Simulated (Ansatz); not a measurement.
Reaction (SMILES): C (CH4) → [CH3] (CH3) + H atom
B3LYP-D3(BJ)/def2-TZVP geometries, fixed; electronic energies without zero-point terms.
Largest species:
```xyz
5

C      0.0000     0.0000     0.0000
H      0.6205     0.6269     0.6390
H     -0.6429    -0.6249     0.6185
H      0.6369    -0.6328    -0.6166
H     -0.6146     0.6308    -0.6409
```

Basis-set convergence of the bond dissociation energy at CCSD(T) with Ansatz (an electronic-structure program). Cartesian d functions, on some or all atoms, in 6-31+G*; all else is spherical. Cores are frozen. Open shells are unrestricted. No added dispersion term, no relativity. Functions are those of the species that has most. Reference: Hartree-Fock in cc-pVQZ plus the correlation part extrapolated as X^-3 from cc-pVTZ and cc-pVQZ, 112.60 kcal/mol, itself unsure by roughly 0.22 kcal/mol (a third of the extrapolation step and of the last Hartree-Fock step). Deviations are taken from unrounded values.

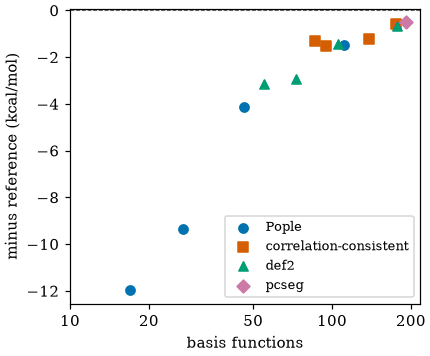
Deviation from the reference against the number of basis functions, by family of sets.

| basis | functions | bond dissociation energy (kcal/mol) | minus reference (kcal/mol) |
|---|---|---|---|
| 6-31G | 17 | 100.62 | -11.98 |
| 6-31+G* | 27 | 103.26 | -9.34 |
| 6-311+G** | 46 | 108.44 | -4.15 |
| def2-TZVP | 55 | 109.45 | -3.15 |
| def2-TZVPD | 73 | 109.67 | -2.93 |
| cc-pVTZ | 86 | 111.27 | -1.33 |
| jun-cc-pV(T+d)Z | 95 | 111.06 | -1.54 |
| def2-TZVPPD | 105 | 111.15 | -1.44 |
| 6-311++G(3df,3pd) | 111 | 111.12 | -1.47 |
| aug-cc-pVTZ | 138 | 111.35 | -1.25 |
| cc-pVQZ | 175 | 112.01 | -0.59 |
| def2-QZVPP | 177 | 111.94 | -0.66 |
| pcseg-3 | 192 | 112.09 | -0.50 |
